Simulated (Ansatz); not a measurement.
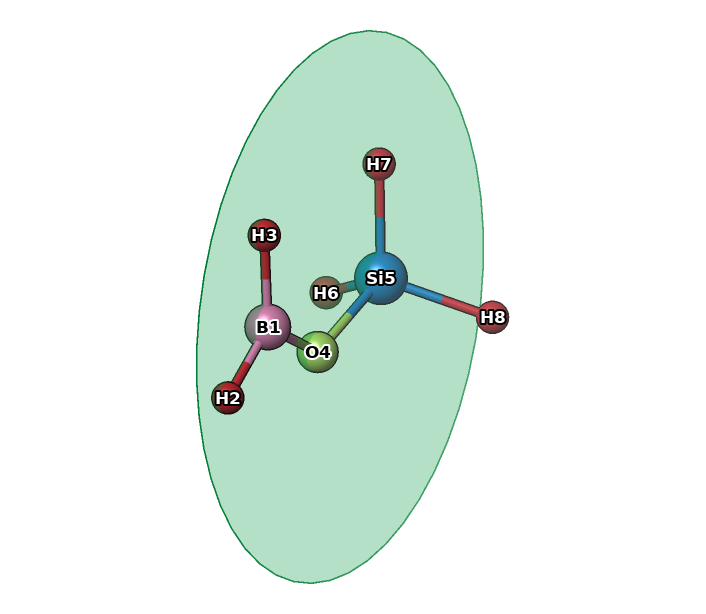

A disc through the centre of mass is drawn in. Depth is shown by fading: the farther an atom, the more it takes the colour of the background. The computed structure is the end point of a PBE0-D4/def2-TZVP optimisation.

Question: Is the plane of the disc a mirror plane of the structure?

Answer: Yes. The reflection leaves B1, H2, H3, O4, Si5, H7 in place and moves H6 ↔ H8. The point group is Cs.
